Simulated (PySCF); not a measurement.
# Si2H4Cl2: spin-spin couplings and electronic excitations at several levels of theory, part 2 of 2

PySCF 2.14.0. Atoms count from 0.

## (9) Excited states and response: BHandHLYP/def2-SVPD

Job settings and geometry (Å):

```
{"job": {"kind": "uv", "xc": "BHandHLYP", "basis": "def2-SVPD", "ip": true}, "charge": 0, "multiplicity": 1}
Si    -0.662042     0.013363     0.543219
Si     1.634164     0.345655     0.807839
Cl     2.632324    -1.069273    -0.322046
Cl     2.108037     2.235311     0.114396
H     -0.982492     0.117338    -0.910423
H     -1.033596    -1.341418     1.050454
H     -1.408324     1.058595     1.306143
H      2.140742     0.243704     2.202533
```

Level: TDDFT BHandHLYP/def2-SVPD, vertical, gas phase, core orbitals frozen in the response.

The log of the run:

```text
coarse grid: 8976 points
cycle   1  E = -1501.2818978658  dE =  5.462e-02  |g| = 3.349e-01  |ddm| = 3.054e+00
cycle   2  E = -1501.2920130479  dE = -1.012e-02  |g| = 3.070e-01  |ddm| = 1.103e+00
cycle   3  E = -1501.3209948315  dE = -2.898e-02  |g| = 2.045e-02  |ddm| = 5.077e-01
cycle   4  E = -1501.3211748721  dE = -1.800e-04  |g| = 6.034e-03  |ddm| = 7.271e-02
cycle   5  E = -1501.3211869486  dE = -1.208e-05  |g| = 1.331e-03  |ddm| = 1.335e-02
cycle   6  E = -1501.3211875952  dE = -6.465e-07  |g| = 2.101e-04  |ddm| = 3.256e-03
final grid: 68832 points
cycle   7  E = -1501.4262833271  dE = -2.401e-06  |g| = 1.466e-03  |ddm| = 1.734e-02
cycle   8  E = -1501.4262835382  dE = -2.111e-07  |g| = 1.156e-03  |ddm| = 3.878e-03
cycle   9  E = -1501.4262838973  dE = -3.591e-07  |g| = 1.017e-04  |ddm| = 1.783e-03
cycle  10  E = -1501.4262839006  dE = -3.271e-09  |g| = 2.203e-05  |ddm| = 1.964e-04
cycle  11  E = -1501.4262839007  dE = -1.783e-10  |g| = 3.465e-06  |ddm| = 6.448e-05
converged SCF energy = -1501.4262839007

Static polarisability (au): isotropic 81.853, principal 70.815 84.647 90.098

Singlet excitations
state   eV       nm        f      main configurations
  1   6.7919    182.5   0.02338   H->L 0.95
  2   6.9065    179.5   0.02422   H->L+1 0.94
  3   7.7728    159.5   0.16303   H->L+2 0.86
  4   7.9596    155.8   0.01110   H-1->L 0.67, H-2->L+1 0.21
  5   8.1524    152.1   0.08160   H->L+3 0.42, H-1->L+1 0.28, H-2->L 0.16
  6   8.2126    151.0   0.22172   H->L+3 0.42, H-1->L+1 0.37
  7   8.2208    150.8   0.00463   H-3->L 0.81
  8   8.3054    149.3   0.03194   H-2->L 0.61, H-1->L+1 0.21
  9   8.5595    144.8   0.01796   H-3->L+1 0.81
 10   8.6162    143.9   0.00144   H->L+5 0.84

Triplet excitations (Tamm-Dancoff, eV): 6.0728 6.1453 6.9069 7.4572
Vertical ionisation energy (delta-SCF) = 10.4984 eV
```

Run time: 46 s. Hardware: 1 thread of Intel Xeon Platinum 8259CL at 2.50GHz, shared host; peak memory 0.6 GiB.

In short: HOMO -9.47 eV, LUMO 0.19 eV; lowest singlet 6.79 eV.

## (10) Excited states and response: CAM-B3LYP/def2-SVPD

Same as in step 9 but for these lines:

```diff
@@ -1,2 +1,2 @@
-{"job": {"kind": "uv", "xc": "BHandHLYP", "basis": "def2-SVPD", "ip": true}, "charge": 0, "multiplicity": 1}
+{"job": {"kind": "uv", "xc": "CAM-B3LYP", "basis": "def2-SVPD", "ip": true}, "charge": 0, "multiplicity": 1}
 Si    -0.662042     0.013363     0.543219
```

Level: TDDFT CAM-B3LYP/def2-SVPD, vertical, gas phase, core orbitals frozen in the response.

The log of the run:

```text
coarse grid: 8976 points
cycle   1  E = -1501.2475429862  dE =  5.278e-02  |g| = 3.564e-01  |ddm| = 3.056e+00
cycle   2  E = -1501.2555508140  dE = -8.008e-03  |g| = 3.445e-01  |ddm| = 1.161e+00
cycle   3  E = -1501.2908104369  dE = -3.526e-02  |g| = 1.679e-02  |ddm| = 5.395e-01
cycle   4  E = -1501.2909526125  dE = -1.422e-04  |g| = 5.303e-03  |ddm| = 6.445e-02
cycle   5  E = -1501.2909629050  dE = -1.029e-05  |g| = 1.394e-03  |ddm| = 1.340e-02
cycle   6  E = -1501.2909636468  dE = -7.418e-07  |g| = 2.613e-04  |ddm| = 3.344e-03
final grid: 68832 points
cycle   7  E = -1501.4566773249  dE = -3.987e-06  |g| = 1.750e-03  |ddm| = 1.735e-02
cycle   8  E = -1501.4566775914  dE = -2.665e-07  |g| = 1.395e-03  |ddm| = 4.333e-03
cycle   9  E = -1501.4566780839  dE = -4.925e-07  |g| = 1.195e-04  |ddm| = 2.053e-03
cycle  10  E = -1501.4566780883  dE = -4.423e-09  |g| = 3.198e-05  |ddm| = 2.389e-04
cycle  11  E = -1501.4566780887  dE = -3.647e-10  |g| = 4.647e-06  |ddm| = 7.934e-05
converged SCF energy = -1501.4566780887

Static polarisability (au): isotropic 83.820, principal 72.334 86.642 92.484

Singlet excitations
state   eV       nm        f      main configurations
  1   6.5651    188.9   0.02041   H->L 0.95
  2   6.6910    185.3   0.01934   H->L+1 0.94
  3   7.5383    164.5   0.12917   H->L+2 0.82, H->L+3 0.11
  4   7.6848    161.3   0.01357   H-1->L 0.73, H-2->L+1 0.18
  5   7.8820    157.3   0.02207   H-1->L+1 0.53, H-2->L 0.25, H->L+3 0.10
  6   7.9070    156.8   0.00023   H-3->L 0.86
  7   7.9662    155.6   0.14322   H->L+3 0.39, H-1->L+1 0.31, H-2->L 0.12
  8   8.0072    154.8   0.15140   H-2->L 0.53, H->L+3 0.32
  9   8.2244    150.8   0.01484   H-3->L+1 0.85
 10   8.3524    148.4   0.07127   H-2->L+1 0.59, H-1->L 0.13, H->L+5 0.11

Triplet excitations (Tamm-Dancoff, eV): 5.9227 5.9981 6.7295 7.1985
Vertical ionisation energy (delta-SCF) = 10.4691 eV
```

Wall time 55 s (1 thread of Intel Xeon Platinum 8259CL at 2.50GHz, shared host); peak memory 0.62 GiB.

In short: HOMO -9.66 eV, LUMO 0.32 eV; lowest singlet 6.57 eV.

## (11) Excited states and response: wB97X-D/def2-SVPD

Same as in step 10 but for these lines:

```diff
@@ -1,2 +1,2 @@
-{"job": {"kind": "uv", "xc": "CAM-B3LYP", "basis": "def2-SVPD", "ip": true}, "charge": 0, "multiplicity": 1}
+{"job": {"kind": "uv", "xc": "wB97X-D", "basis": "def2-SVPD", "ip": true}, "charge": 0, "multiplicity": 1}
 Si    -0.662042     0.013363     0.543219
```

With the program's defaults for keys left out, this is: TDDFT wB97X-D/def2-SVPD, vertical, gas phase, core orbitals frozen in the response.

The log of the run:

```text
coarse grid: 8976 points
cycle   1  E = -1501.1894297317  dE =  3.558e-02  |g| = 3.620e-01  |ddm| = 3.019e+00
cycle   2  E = -1501.2076968491  dE = -1.827e-02  |g| = 3.098e-01  |ddm| = 1.164e+00
cycle   3  E = -1501.2359683561  dE = -2.827e-02  |g| = 1.735e-02  |ddm| = 4.933e-01
cycle   4  E = -1501.2361606883  dE = -1.923e-04  |g| = 5.165e-03  |ddm| = 9.083e-02
cycle   5  E = -1501.2361733472  dE = -1.266e-05  |g| = 1.369e-03  |ddm| = 1.888e-02
cycle   6  E = -1501.2361743467  dE = -9.995e-07  |g| = 3.317e-04  |ddm| = 4.352e-03
final grid: 68832 points
cycle   7  E = -1501.4163641130  dE = -4.455e-05  |g| = 4.272e-03  |ddm| = 5.913e-02
cycle   8  E = -1501.4163666779  dE = -2.565e-06  |g| = 2.651e-03  |ddm| = 1.250e-02
cycle   9  E = -1501.4163684731  dE = -1.795e-06  |g| = 3.961e-04  |ddm| = 4.121e-03
cycle  10  E = -1501.4163685252  dE = -5.213e-08  |g| = 1.278e-04  |ddm| = 9.629e-04
cycle  11  E = -1501.4163685312  dE = -6.028e-09  |g| = 1.626e-05  |ddm| = 2.902e-04
cycle  12  E = -1501.4163685315  dE = -2.087e-10  |g| = 5.330e-06  |ddm| = 6.278e-05
converged SCF energy = -1501.4163685315

Static polarisability (au): isotropic 83.442, principal 71.941 86.193 92.191

Singlet excitations
state   eV       nm        f      main configurations
  1   6.5789    188.5   0.01869   H->L 0.95
  2   6.6959    185.2   0.01841   H->L+1 0.95
  3   7.6349    162.4   0.15496   H->L+2 0.84
  4   7.7043    160.9   0.01191   H-1->L 0.74, H-2->L+1 0.19
  5   7.8883    157.2   0.02548   H-1->L+1 0.70, H-2->L 0.18
  6   7.9108    156.7   0.00009   H-3->L 0.87
  7   7.9757    155.5   0.00728   H-2->L 0.69, H-1->L+1 0.20
  8   8.1697    151.8   0.24182   H->L+3 0.49, H-3->L+1 0.32
  9   8.2300    150.6   0.03109   H-3->L+1 0.56, H->L+3 0.31
 10   8.3392    148.7   0.08544   H-2->L+1 0.65, H-1->L 0.16

Triplet excitations (Tamm-Dancoff, eV): 5.9681 6.0362 6.8749 7.2472
Vertical ionisation energy (delta-SCF) = 10.4371 eV
```

It took 51 s on 1 thread of Intel Xeon Platinum 8259CL at 2.50GHz, shared host; peak memory 0.61 GiB.

In short: HOMO -10.18 eV, LUMO 0.99 eV; lowest singlet 6.58 eV.

## (12) Comparing the runs: spin-spin couplings

Couplings (Hz), each a mean over the pairs like the one named, with basis size and wall time:

```csv
run,Si1–H7,Si0–H4,Si0–Si1,Si0–H7,Si1–H4,H4–H7,H4–H5,functions,time
B3LYP/cc-pVTZ,-203.1,-159.9,88.7,-24.6,-11.1,1.9,1.6,192,33 s
B3LYP/6-31G*,-225.8,-188.9,93.6,-22.1,-8.6,1.5,0.3,80,13 s
```

## (13) Side by side: electronic excitations

Excitations and ground-state properties, with basis size and wall time:

```csv
run,lowest singlet (eV),brightest (eV),f,gap (eV),α (Å³),μ (D),functions,time
HF/def2-SVPD,7.49,9.05,0.415,13.38,11.56,1.90,134,7.3 s
LDA/def2-SVPD,5.70,6.98,0.150,5.48,13.32,1.66,134,62 s
PBE/def2-SVPD,5.81,7.04,0.155,5.60,13.08,1.61,134,95 s
B3LYP/def2-SVPD,6.25,7.51,0.132,7.26,12.65,1.71,134,38 s
PBE0/def2-SVPD,6.34,7.74,0.118,7.64,12.55,1.72,134,48 s
BHandHLYP/def2-SVPD,6.79,8.21,0.222,9.66,12.13,1.82,134,46 s
CAM-B3LYP/def2-SVPD,6.57,8.01,0.151,9.98,12.42,1.79,134,55 s
wB97X-D/def2-SVPD,6.58,8.17,0.242,11.17,12.36,1.76,134,51 s
```

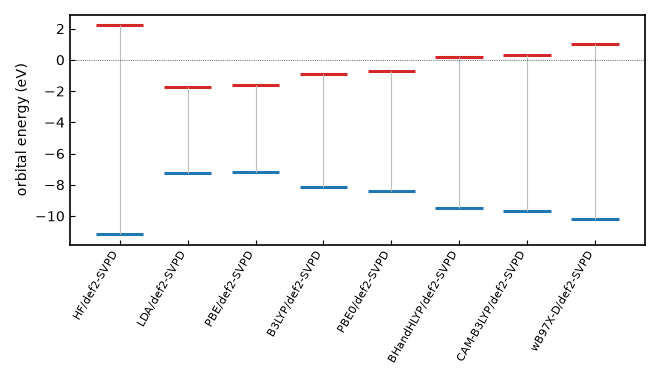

HOMO (blue) and LUMO (red) run by run.

## (14) What came out

The summary covers parts 1 to 2.

| quantity | value |
| --- | --- |
| largest coupling of the table (B3LYP/cc-pVTZ) | 1J(Si,H) Si1–H7, -203.1 Hz |
| lowest singlet (HF/def2-SVPD) | 7.49 eV (166 nm), f = 0.028 |
| brightest single state of those computed | state 5, 9.05 eV, f = 0.415 |
| lowest triplet | 6.34 eV |
| vertical ionisation energy (ΔSCF) | 10.17 eV |
| range of J(Si1,H7), mean over like pairs | -225.8 to -203.1 Hz |
| range of the lowest singlet | 5.70 to 7.49 eV |

**Reading.** Single values in the summary come from the first sound run of each kind (B3LYP/cc-pVTZ; HF/def2-SVPD), which need not be the best level. Of the pairs tabulated at B3LYP/cc-pVTZ, Si1–H7 couples most strongly (-203.1 Hz; Fermi contact -203.4 Hz). The first singlet state (HOMO→LUMO+1 0.67, HOMO→LUMO 0.08) lies at 7.49 eV and is weak; of the 10 states computed, the strongest absorption comes from state 5 at 9.05 eV. The lowest triplet lies 1.15 eV below the lowest singlet (triplets in Tamm-Dancoff, singlets in full TDDFT). At HF/def2-SVPD, the highest states lie near or above the ionisation energy, where they hang on the basis. The orbital energy would give 11.17 eV for ionisation, ΔSCF gives 10.17 eV. The coupling Si1–H7, as a mean over pairs of its kind, runs from -225.8 Hz (B3LYP/6-31G*) to -203.1 Hz (B3LYP/cc-pVTZ). The lowest singlet runs from 5.70 eV (LDA/def2-SVPD) to 7.49 eV (HF/def2-SVPD), while the orbital gap spans 5.48 to 13.38 eV: the excitation energy moves far less from run to run than the orbital gap does. The lowest state need not be the same one in every run. The runs solved for a few states only, so the brightest column depends on that window. Couplings from bases without tight functions are rough.
